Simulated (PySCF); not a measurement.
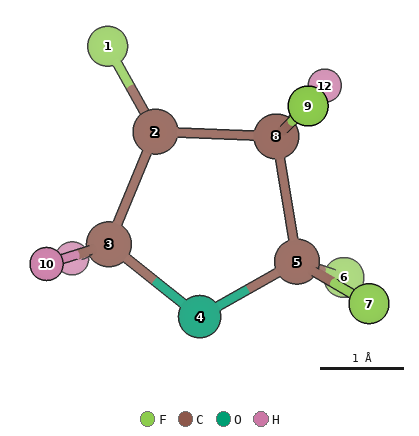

The structure (ball-and-stick view, seen at a tilt; atoms are numbered from 1 in the order of the input).

## C4H3F4O: EPR calculation

System: C4H3F4O, multiplicity 2.
Method: UKS B3LYP, pcH-1 on C F H O, non-relativistic, mean-field spin-orbit, GIAO (PySCF 2.14.0).

It belongs to a series of runs on one base structure; here: H added to sp2 C.

**Output**
```
UKS, coarse grid
  cycle   1  E = -628.56193265  |g| = 8.17e-01
  cycle   2  E = -628.17398231  |g| = 1.41e+00
  cycle   3  E = -628.77220118  |g| = 7.87e-02
  cycle   4  E = -628.77320463  |g| = 6.39e-02
  cycle   5  E = -628.77443759  |g| = 9.59e-03
  cycle   6  E = -628.77447060  |g| = 3.95e-03
  cycle   7  E = -628.77447807  |g| = 1.50e-03
  cycle   8  E = -628.77447818  |g| = 8.28e-04
UKS, final grid
  cycle   1  E = -628.77432151  |g| = 1.22e-03
  cycle   2  E = -628.77432080  |g| = 1.97e-03
  cycle   3  E = -628.77432197  |g| = 1.25e-04
  cycle   4  E = -628.77432198  |g| = 2.53e-05
E = -628.77432198 Eh   <S^2> = 0.7535 (exact 0.7500)
g shifts (ppm)      1          2          3
  rmc          -213       -213       -213
  gc             17         55         39
  oz_so        -183       1576       2414
  total        -379       1417       2240
hyperfine (MHz)  atom isotope    a_iso     a_fc   dipolar eigenvalues
    0   19F     177.82     177.82   -266.01   -227.28    493.29
    1   13C     175.04     175.04    -81.98    -78.78    160.76
    2   13C     -20.72     -20.72     -2.13     -0.71      2.84
    3   17O      -0.23      -0.23     -3.52      1.18      2.34
    4   13C       4.72       4.72     -1.68     -0.61      2.29
    5   19F      -0.82      -0.82     -6.01     -3.78      9.79
    6   19F      15.16      15.16    -11.50    -10.44     21.94
    7   13C     -31.13     -31.13     -4.00     -3.33      7.33
    8   19F     259.88     259.88    -82.64    -79.55    162.19
    9    1H      98.70      98.70     -5.47     -4.34      9.80
   10    1H      81.47      81.47     -4.40     -3.46      7.87
   11    1H      28.62      28.62     -5.44     -2.90      8.33
```

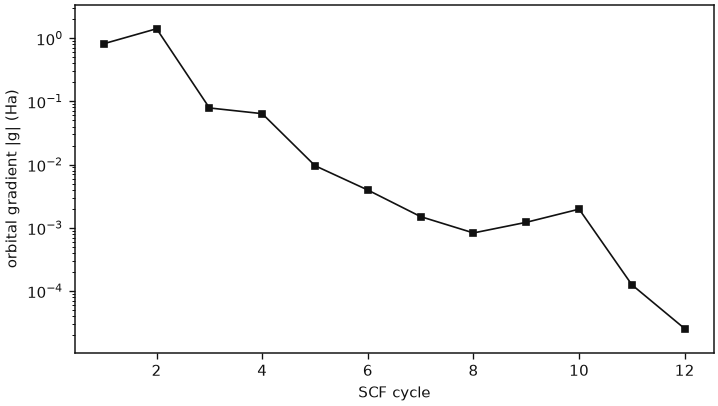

Convergence of the self-consistent field: orbital gradient |g| against the SCF cycle. All cycles printed in the log are drawn one after another.

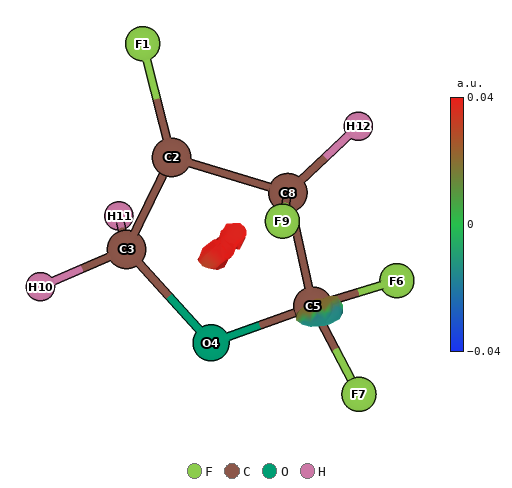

Non-covalent interaction (NCI) plot: the surface where the reduced density gradient is 0.5, for densities under 0.05 a.u., coloured by sign(λ₂)ρ; seen at a tilt.

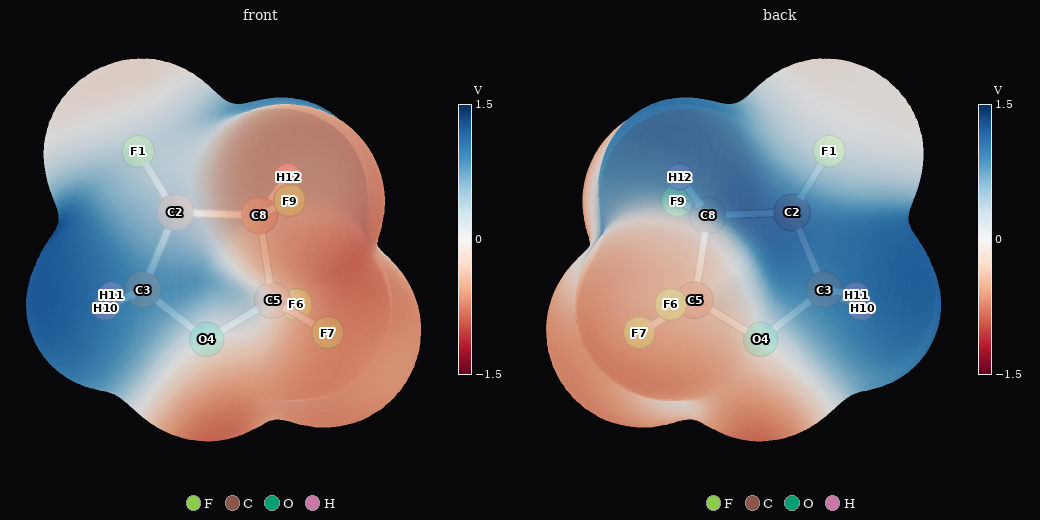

The molecular electrostatic potential painted on the density surface at 0.001 e/bohr³, seen face on and from behind; the colour scale runs from red (negative) to blue (positive).

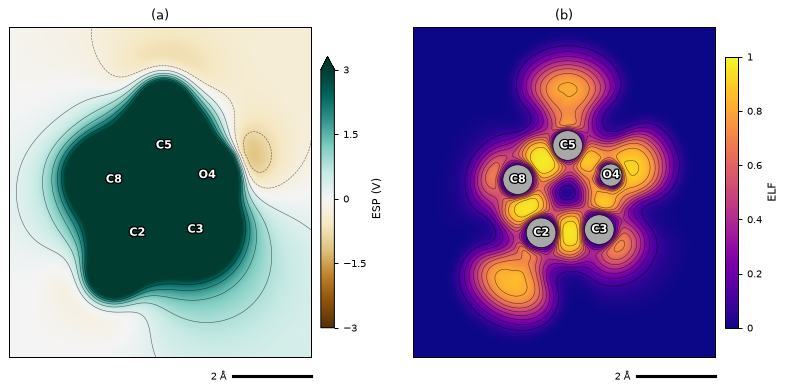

(a) molecular electrostatic potential; (b) electron localisation function on the plane of atoms C3, C2 and C8. Grey discs, where drawn, cover atomic cores. Atoms in the plane: C and O. C–C (1.48 Å): the ELF peaks at about 0.95 between the atoms, which marks a shared electron pair. C–O (1.42 Å): the ELF peaks at about 0.90 between the atoms (a shared but strongly polarised pair).

This output came from the following input.

**Input file**
```
{"job": {"kind": "epr", "basis": "pcH-1"}, "charge": 0, "multiplicity": 2}
F      1.181869     2.054312     0.318071
C      0.553189     0.986168    -0.178559
C      1.301942    -0.256497    -0.492680
O      0.342177    -1.302966    -0.398420
C     -0.787476    -0.878525     0.228853
F     -0.784040    -1.283187     1.535741
F     -1.858785    -1.462529    -0.312821
C     -0.847018     0.672689     0.190676
F     -1.757703     1.076389    -0.764731
H      1.715117    -0.280895    -1.509633
H      2.127679    -0.429662     0.216373
H     -1.185753     1.104017     1.141103
```

The first line tells a small driver script what to run in PySCF; the rest is the geometry in Å.

Launched with:
```bash
OMP_NUM_THREADS=1 python <driver script> task.json out
```

**Results in brief**

| quantity | value |
| --- | --- |
| outcome | converged |
| total energy | −628.774322 hartree |
| ⟨S²⟩ | 0.754 |
| isotropic g | 2.0034 |
| hardware | 1 CPU thread, shared host |
| wall time | 68 s |
| peak memory | 0.95 GiB |
